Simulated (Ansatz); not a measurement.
# CH4OSi (SMILES CO[SiH]) at HF/aug-cc-pVDZ

What is the vertical electron affinity of CH4OSi at HF/aug-cc-pVDZ? 

The calculation is run with Ansatz 0.2.0.

57 further runs of the same task are left out: 57 set aside as unsound or not needed. Runs told in other sessions of the task aren't counted.

**1. The system as given**

CH4OSi has 7 atoms, charge 0, and is taken as a singlet. As SMILES, `CO[SiH]`. Geometry: relaxed at PBE0-D4/def2-TZVP. This is one conformer, not always the lowest.

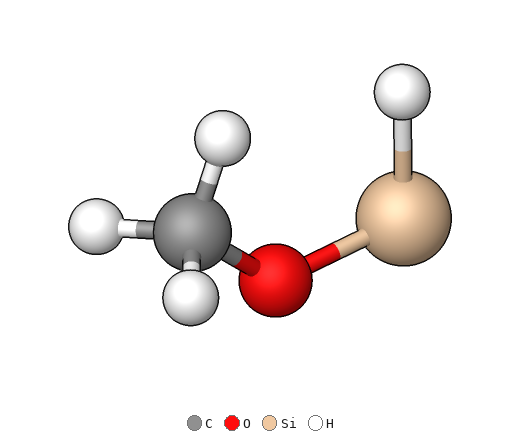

The structure, seen from a chosen angle (carbon grey, oxygen red, silicon light orange, hydrogen white).

**2. A single-point energy at HF/aug-cc-pVDZ**

in.yaml reads:

```yaml
crystal:
  periodic: [false, false, false]
  atoms:
    - {symbol: C, position_ang: [-0.512400, 0.485500, -0.338500]}
    - {symbol: O, position_ang: [-0.443200, -0.446500, 0.717600]}
    - {symbol: Si, position_ang: [0.796900, -1.387300, 1.229900]}
    - {symbol: H, position_ang: [-1.296400, 0.180800, -1.035500]}
    - {symbol: H, position_ang: [0.443800, 0.547500, -0.868700]}
    - {symbol: H, position_ang: [-0.769300, 1.467500, 0.065400]}
    - {symbol: H, position_ang: [1.841700, -0.915600, 0.184100]}
basis:
  gaussian: {orbitals: aug-cc-pVDZ}
hamiltonian: {xc: hf}
accuracy: high
output: {orbitals: {seedname: orbitals}}
```

On the command line:

```console
ansatz run in.yaml --threads 1 --pin off --max-ram 3480MiB --events-out events.jsonl --progress --plain --runs-dir runs
```

Output:

```text
Warning: RAYON_NUM_THREADS=1 ignored (pool sized by the plan → 1); use --threads N
Functional definition: HF
  name "HF"
  exchange = exact_x
  correlation = 0
2191 factors; integrals over basis functions are off by at most 3.5e-9 eV
mean field evaluation 1: about -10990.0740 eV, gradient 3.4e1 eV
mean field evaluation 2: about -10990.0773 eV, gradient 3.4e1 eV
mean field evaluation 4: about -10992.7659 eV, gradient 3.5e0 eV
mean field evaluation 8: about -10992.8131 eV, gradient 3.0e-4 eV
mean field -10992.81308159 eV, -403.9784295522 hartree, gradient 2.0e-8 eV, S^2 0.000000; 0 other end points of the search recorded, 0 dependent functions left out
reference -10992.81308159 eV, -403.9784295522 hartree; 16, 16 occupied and 93, 93 virtual orbitals, 2191 factors
Total energy: -10992.81308159 eV, -403.9784295522 hartree
```

Run time: 4.5 s. Hardware: 1 thread of Arm Neoverse V2, shared host; peak memory 0.29 GiB.

**3. The doublet anion, same level**

input.yaml reads:

```yaml
crystal:
  periodic: [false, false, false]
  atoms:
    - {symbol: C, position_ang: [-0.512400, 0.485500, -0.338500]}
    - {symbol: O, position_ang: [-0.443200, -0.446500, 0.717600]}
    - {symbol: Si, position_ang: [0.796900, -1.387300, 1.229900]}
    - {symbol: H, position_ang: [-1.296400, 0.180800, -1.035500]}
    - {symbol: H, position_ang: [0.443800, 0.547500, -0.868700]}
    - {symbol: H, position_ang: [-0.769300, 1.467500, 0.065400]}
    - {symbol: H, position_ang: [1.841700, -0.915600, 0.184100]}
basis:
  gaussian:
    orbitals: aug-cc-pVDZ
total_charge: -1
magnetization:
  spin_polarized: true
  initial_magnetization: 1
hamiltonian:
  xc: hf
accuracy: high
output: {orbitals: {seedname: orbitals}}
```

On the command line:

```console
ansatz run input.yaml --threads 1 --pin off --max-ram 3480MiB --events-out events.jsonl --progress --plain --runs-dir runs
```

Output:

```text
Warning: RAYON_NUM_THREADS=1 ignored (pool sized by the plan → 1); use --threads N
[... 4 set-up lines as earlier in the session ...]
2191 factors; integrals over basis functions are off by at most 3.5e-9 eV
mean field evaluation 1: about -10990.9824 eV, gradient 1.3e1 eV
mean field evaluation 2: about -10990.9860 eV, gradient 1.3e1 eV
mean field evaluation 4: about -10992.5071 eV, gradient 2.3e0 eV
mean field evaluation 8: about -10992.5640 eV, gradient 1.9e-1 eV
mean field evaluation 16: about -10991.8296 eV, gradient 1.1e0 eV
mean field evaluation 32: about -10991.5934 eV, gradient 8.1e-1 eV
mean field -10992.56614837 eV, -403.9693549238 hartree, gradient 2.6e-8 eV, S^2 0.773626; 2 other end points of the search recorded, 0 dependent functions left out
reference -10992.56614837 eV, -403.9693549238 hartree; 17, 16 occupied and 92, 93 virtual orbitals, 2191 factors
Total energy: -10992.56614837 eV, -403.9693549238 hartree
```

Wall time 8.7 s (1 thread of Arm Neoverse V2, shared host); peak memory 0.37 GiB.

**4. Results**

Level: HF/aug-cc-pVDZ.

```
                                         quantity          value
                     singlet CH4OSi: total energy  -403.97843 Eh
                      singlet CH4OSi: HOMO energy       -9.01 eV
                      singlet CH4OSi: LUMO energy        0.65 eV
                    singlet CH4OSi: HOMO–LUMO gap        9.66 eV
                      doublet anion: total energy  -403.96935 Eh
doublet anion: HOMO energy (highest over α and β)       -0.36 eV
 doublet anion: LUMO energy (lowest over α and β)        3.60 eV
                              doublet anion: ⟨S²⟩          0.774
vertical electron affinity (to the doublet anion)      -0.247 eV
```

**Reading.** The anion lies 0.25 eV (23.8 kJ/mol) above the neutral: the electron isn't bound at this level, and such a value depends on the basis. Hartree–Fock misses the correlation that binds many anions.
